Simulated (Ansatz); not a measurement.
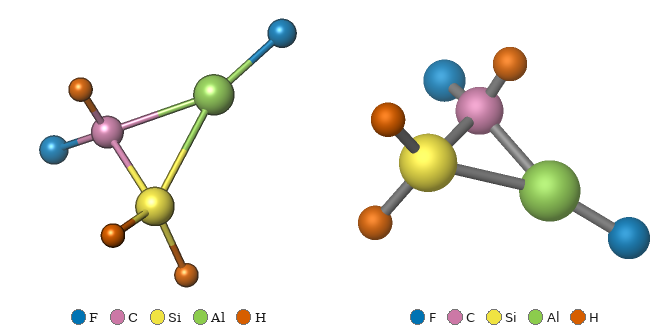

Both panels show the same species.

Give the formula.

Answer. CH3AlF2Si, 8 atoms: 1 carbon, 3 hydrogen, 1 aluminium, 2 fluorine and 1 silicon.

How many atoms are distinct by symmetry?

Answer. 8: 1 F, 1 C, 1 Si, 1 Al, 1 F, 1 H, 1 H, 1 H.

Name functional groups in it.

Answer. Among them: C–F bond, Si–H bond.

Write the SMILES.

Answer. F[C@H]1[SiH2][Al]1[F]

The parts below concern this one geometry. Atoms keep their numbers from picture to picture. The computed structure is the end point of a PBE0-D4/def2-TZVP optimisation.

**Shape**

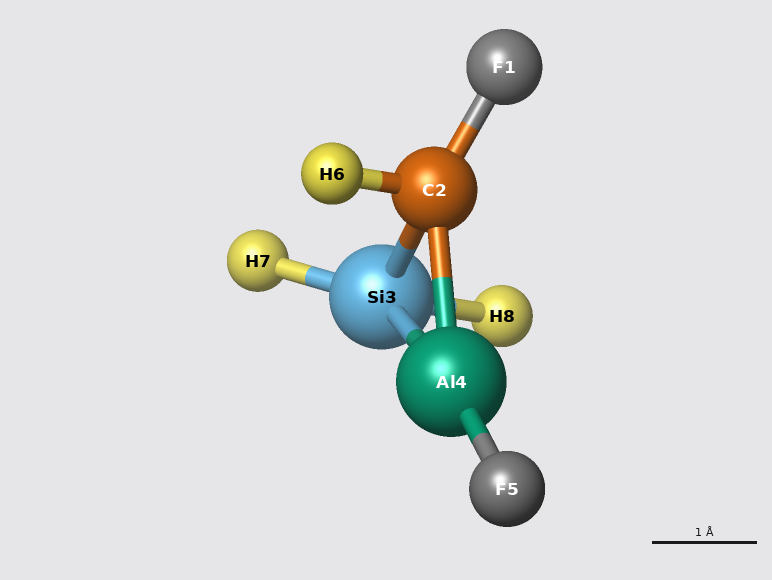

The atoms are numbered.

What is the geometry at Al4?

Answer. Al4 has 3 neighbours (C2 at 1.94, Si3 at 2.35, F5 at 1.64 Å); the arrangement is T-shaped.

What is the dihedral angle Si3–C2–Al4–F5?

Answer. 170° in size, that is anti.

**Vibrations**

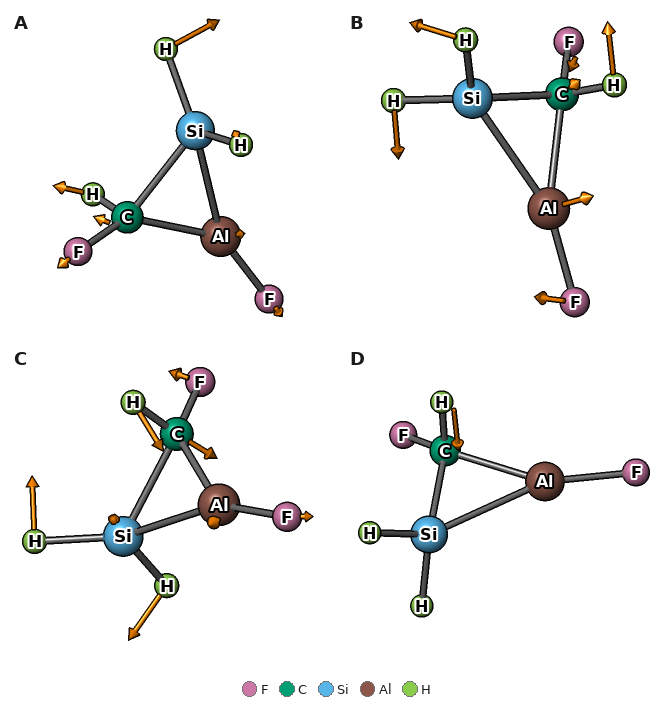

4 normal modes of one molecule or complex, as arrows. Harmonic vibrations computed with RKS PBE0-D4/def2-TZVP (Ansatz 0.2.0) at a stationary point of the same level.

Match the panels to the wavenumbers 110 cm⁻¹, 270 cm⁻¹, 471 cm⁻¹, 2865 cm⁻¹.

Answer. A: 471 cm⁻¹
B: 110 cm⁻¹
C: 270 cm⁻¹, angle bending
D: 2865 cm⁻¹, C–H stretching

**Electronic properties**

Properties computed with RKS r2SCANh-D4/def2-TZVPP (Ansatz 0.2.0).

Computed properties:

- HOMO energy (Kohn–Sham orbital): −6.45 eV
- LUMO energy (Kohn–Sham orbital): −1.99 eV
- HOMO–LUMO gap: 4.46 eV
- dispersion correction: −3.9 kJ/mol

**Thermal motion**

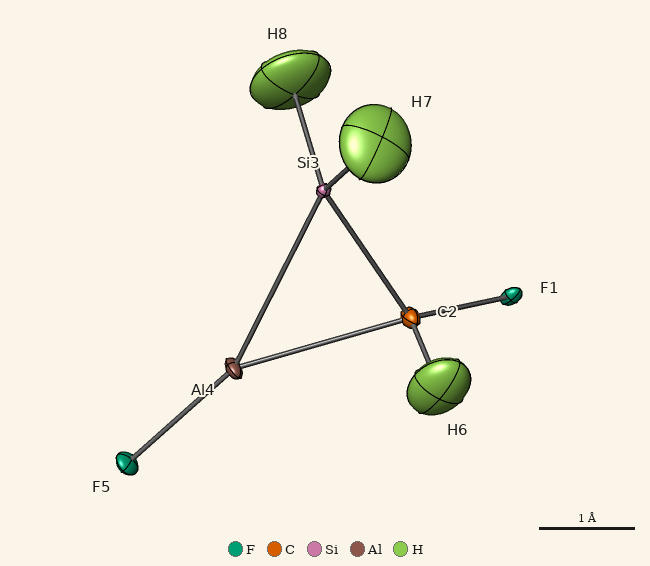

Displacement ellipsoids at the 50 % level, enlarged 1.5 times, from the internal vibrations of the free molecule (harmonic, no overall translation or rotation; no half-axis is drawn under 0.075 Å). Vibrations computed with RKS PBE0-D4/def2-TZVP (Ansatz 0.2.0). Temperature: 100 K.

Which atom moves most?

Answer. H8, with U_eq = 0.0262 Å².

Does H8 move more along its bond or across it?

Answer. Across it: the root-mean-square amplitude is 0.088 Å along the bond and up to 0.196 Å across, since bending and torsion are softer than stretching.

Give the displacement parameters, one line for each set of equivalent atoms.

```json
{"atom": "F1", "U_eq (Å²)": "0.0018", "rms amplitudes (Å)": "0.025, 0.040, 0.057"}
{"atom": "C2", "U_eq (Å²)": "0.0024", "rms amplitudes (Å)": "0.040, 0.044, 0.061"}
{"atom": "Si3", "U_eq (Å²)": "0.00092", "rms amplitudes (Å)": "0.020, 0.032, 0.036"}
{"atom": "Al4", "U_eq (Å²)": "0.0023", "rms amplitudes (Å)": "0.028, 0.043, 0.066"}
{"atom": "F5", "U_eq (Å²)": "0.0029", "rms amplitudes (Å)": "0.035, 0.059, 0.063"}
{"atom": "H6", "U_eq (Å²)": "0.0180", "rms amplitudes (Å)": "0.088, 0.131, 0.171"}
{"atom": "H7", "U_eq (Å²)": "0.0250", "rms amplitudes (Å)": "0.092, 0.171, 0.193"}
{"atom": "H8", "U_eq (Å²)": "0.0262", "rms amplitudes (Å)": "0.088, 0.180, 0.196"}
```

**Charges**

The questions are on Mulliken charges. Level of theory: RKS B3LYP-D4/def2-TZVPP (Ansatz 0.2.0).

List the Mulliken charges.

```csv
atom,value (e)
F1,−0.23
C2,−0.01
Si3,0.09
Al4,0.47
F5,−0.31
H6,0.10
H7,−0.06
H8,−0.06
```

Mulliken values depend strongly on the basis set and can even reverse the polarity of a bond.
